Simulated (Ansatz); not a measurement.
SrTiO3 (cubic perovskite): map of one atom of the cell

SrTiO3 (cubic perovskite)

```xyz
5
Lattice="3.9365 0.0000 0.0000 0.0000 3.9365 0.0000 0.0000 0.0000 3.9365" Properties=species:S:1:pos:R:3 pbc="T T T"
Sr     0.0000     0.0000     0.0000
Ti     1.9682     1.9682     1.9682
O      0.0000     1.9682     1.9682
O      1.9682     1.9682     0.0000
O      1.9682     0.0000     1.9682
```

In this cell atom 1 (Sr, nearest neighbour O at 2.784 Å; its periodic images, 3.9 Å or more away, move with it) is moved by u·(1.000, 0.000, 0.000) + v·(0.000, 1.000, 0.000); the rest is frozen.

The numbers are results of PBE (plane waves to 420 eV, PAW, scalar-relativistic; Ansatz, a first-principles code), not measurements. k mesh 7×7×7 (Γ-centred), Fermi-Dirac smearing 0.05 eV. E stands for the smeared free energy. Points where atoms come too close for the PAW data are left out (x in tables, blank in figures). Fu and Fv are the components of the force on the atom. SrTiO3 is run without spin polarisation. SrTiO3 was relaxed with its symmetry unable to fall. The PAW data are Ansatz's earlier set. The zero of ΔE is the undisplaced structure. Axes are in Å.

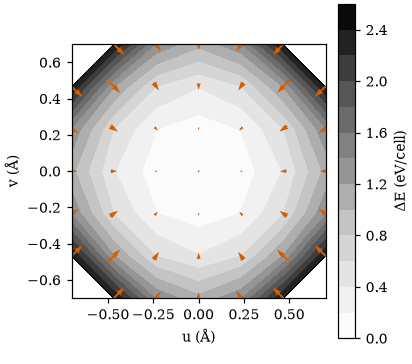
Fig. 1. ΔE (eV/cell) over the plane, with arrows for the in-plane force on the moved atom.

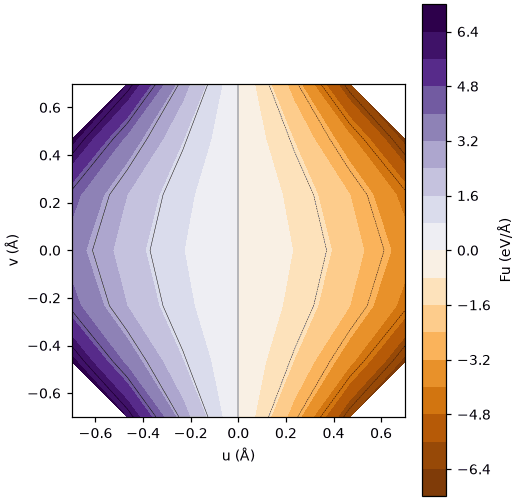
Figure: Fu (eV/Å) over the 7×7 grid of computed points.

Principal force constants in the plane (five-point differences of the forces): 3.3 eV/Å², isotropic. Lowest place on the grid: u = 0.000 Å, v = 0.000 Å (0 meV/cell). Centre of the map: a minimum.

(A displaced cell: forces are minus the slopes of the energy, force constants its curvatures, and phonons follow from these.)
